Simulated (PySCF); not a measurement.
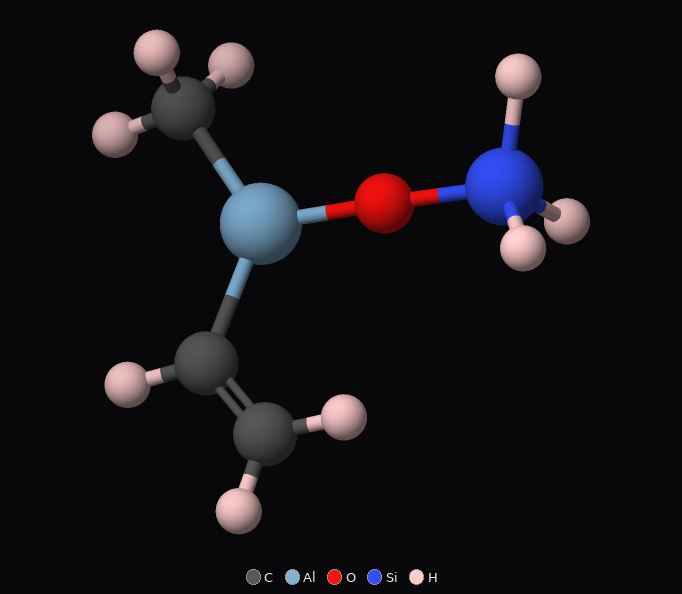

Computed geometry: GFN2-xTB optimisation. No frequency run is at hand to confirm it as a minimum. Properties computed with B3LYP/def2-SVPD, gas phase (PySCF 2.14.0). Excitations: vertical, linear response.

**What is the HOMO energy (Kohn–Sham orbital)?**

−7.41 eV.

**Give the lowest vertical singlet excitation at this level.**

5.05 eV.

**What is the dipole moment?**

0.59 D.

**Estimate the HOMO–LUMO gap.**

6.20 eV.

The geometry is semi-empirical. Around Al, Si such bond lengths and angles can be off by a tenth of an ångström or more and by several degrees, and values that hang on the shape move with them.
